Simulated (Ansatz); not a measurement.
# CClF3 (SMILES FC(F)(F)Cl) at B3LYP/def2-SVPD

Aim: the electronic atomisation energy of CClF3 at B3LYP/def2-SVPD, from 4 runs. 

The calculation is run with Ansatz 0.2.0.

54 further runs of the same task are left out: 9 that didn't finish, 45 set aside as unsound or not needed.

## Step 1: Starting point

CClF3 has 5 atoms, charge 0, and is taken as a singlet. SMILES: `FC(F)(F)Cl`. The coordinates come from a PBE0-D4/def2-TZVP relaxation.

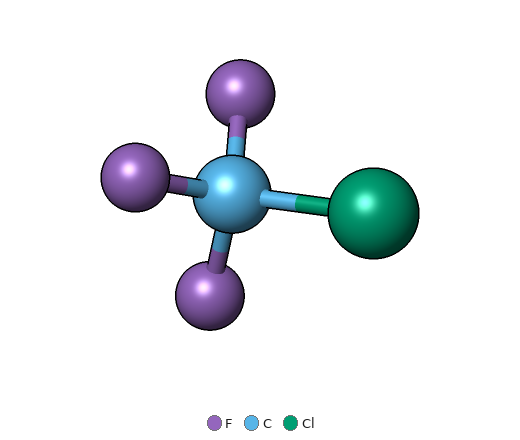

Viewed from a chosen angle; fluorine purple, carbon blue, chlorine teal.

## Step 2: The energy at B3LYP/def2-SVPD

The input, molecule.yaml:

```yaml
crystal:
  periodic: [false, false, false]
  atoms:
    - {symbol: F, position_ang: [0.213700, 0.019100, 1.326100]}
    - {symbol: C, position_ang: [-0.002200, -0.082500, 0.026100]}
    - {symbol: F, position_ang: [-1.249600, -0.474600, -0.167100]}
    - {symbol: F, position_ang: [0.811700, -0.999000, -0.468500]}
    - {symbol: Cl, position_ang: [0.276300, 1.463300, -0.758000]}
basis:
  gaussian: {orbitals: def2-SVPD}
hamiltonian: {xc: {name: B3LYP}}
accuracy: high
output: {orbitals: {seedname: orbitals}}
```

Run with:

```
ansatz run molecule.yaml --threads 1 --pin off --max-ram 3480MiB --events-out events.jsonl --progress --plain --runs-dir runs
```

What it wrote:

```text
Warning: RAYON_NUM_THREADS=1 ignored (pool sized by the plan → 1); use --threads N
Functional definition: B3LYP
  name "B3LYP"
  parameter a0 = 0.2
  parameter ax = 0.72
  parameter ac = 0.81
  exchange = (1 - a0 - ax)*slater_x + ax*b88_x + a0*exact_x
  correlation = (1 - ac)*vwn_rpa_c + ac*lyp_c
2299 factors; integrals over basis functions are off by at most 3.4e-9 eV
mean field evaluation 1: about -21697.4588 eV, gradient 4.3e1 eV
mean field evaluation 2: about -21693.6954 eV, gradient 6.7e1 eV
mean field evaluation 4: about -21700.1365 eV, gradient 9.1e-1 eV
mean field evaluation 8: about -21700.2867 eV, gradient 1.5e-1 eV
mean field evaluation 16: about -21700.2867 eV, gradient 2.0e-6 eV
mean field -21700.28673416 eV, -797.4708284979 hartree, gradient 3.8e-8 eV, S^2 0.000000; 0 other end points of the search recorded, 0 dependent functions left out
reference -21700.28676798 eV, -797.4708297404 hartree; 25, 25 occupied and 91, 91 virtual orbitals, 2299 factors
Total energy: -21700.28676798 eV, -797.4708297404 hartree
```

Run time: 10 s. Hardware: 1 thread of Arm Neoverse V1, shared host; peak memory 0.42 GiB.

## Step 3: The C atom at the same level

The input, molecule.yaml:

```yaml
crystal:
  periodic: [false, false, false]
  atoms:
    - {symbol: C, position_ang: [0.000000, 0.000000, 0.000000]}
basis:
  gaussian: {orbitals: def2-SVPD}
hamiltonian: {xc: {name: B3LYP}}
magnetization: {spin_polarized: true, initial_magnetization: 2}
accuracy: high
```

Run with:

```
ansatz run molecule.yaml --threads 1 --pin off --max-ram 3480MiB --events-out events.jsonl --progress --plain --runs-dir runs
```

What it wrote:

```text
Warning: RAYON_NUM_THREADS=1 ignored (pool sized by the plan → 1); use --threads N
Functional definition: B3LYP
  name "B3LYP"
  parameter a0 = 0.2
  parameter ax = 0.72
  parameter ac = 0.81
  exchange = (1 - a0 - ax)*slater_x + ax*b88_x + a0*exact_x
  correlation = (1 - ac)*vwn_rpa_c + ac*lyp_c
163 factors; integrals over basis functions are off by at most 3.2e-9 eV
mean field evaluation 1: about -1028.9048 eV, gradient 3.8e0 eV
mean field evaluation 2: about -1028.9839 eV, gradient 1.3e0 eV
mean field evaluation 4: about -1028.9961 eV, gradient 3.2e-3 eV
mean field evaluation 8: about -1028.9969 eV, gradient 1.7e-4 eV
mean field -1028.99692310 eV, -37.8149394447 hartree, gradient 7.3e-8 eV, S^2 2.003788; 0 other end points of the search recorded, 0 dependent functions left out
reference -1028.99694770 eV, -37.8149403487 hartree; 4, 2 occupied and 16, 18 virtual orbitals, 163 factors
Total energy: -1028.99694770 eV, -37.8149403487 hartree
```

Wall time 0.32 s (1 thread of Arm Neoverse V1, shared host).

## Step 4: The Cl atom at the same level

The input, molecule.yaml:

```yaml
crystal:
  periodic: [false, false, false]
  atoms:
    - {symbol: Cl, position_ang: [0.000000, 0.000000, 0.000000]}
basis:
  gaussian:
    orbitals: def2-SVPD
hamiltonian:
  xc: {name: B3LYP}
total_charge: 0
magnetization:
  spin_polarized: true
  initial_magnetization: 1
accuracy: high
```

Run the same way, it converges to -460.01590 Eh (log not shown).

## Step 5: The F atom at the same level

The input, molecule.yaml:

```yaml
crystal:
  periodic: [false, false, false]
  atoms:
    - {symbol: F, position_ang: [0.000000, 0.000000, 0.000000]}
basis:
  gaussian: {orbitals: def2-SVPD}
hamiltonian: {xc: {name: B3LYP}}
magnetization: {spin_polarized: true, initial_magnetization: 1}
accuracy: high
```

Run the same way, it converges to -99.65309 Eh (log not shown).

## Step 6: Results

At B3LYP/def2-SVPD:

| quantity | value |
| --- | --- |
| molecule: total energy | -797.47083 Eh |
| molecule: HOMO energy | -9.89 eV |
| molecule: LUMO energy | -0.56 eV |
| molecule: HOMO–LUMO gap | 9.33 eV |
| C atom: total energy | -37.81494 Eh |
| C atom: ⟨S²⟩ | 2.004 |
| Cl atom: total energy | -460.01590 Eh |
| Cl atom: ⟨S²⟩ | 0.752 |
| F atom: total energy | -99.65309 Eh |
| F atom: ⟨S²⟩ | 0.752 |
| electronic atomisation energy | 18.523 eV |

**Reading.** Taking the molecule apart into free atoms costs 18.52 eV (427 kcal/mol), before zero-point energy and without spin-orbit coupling.
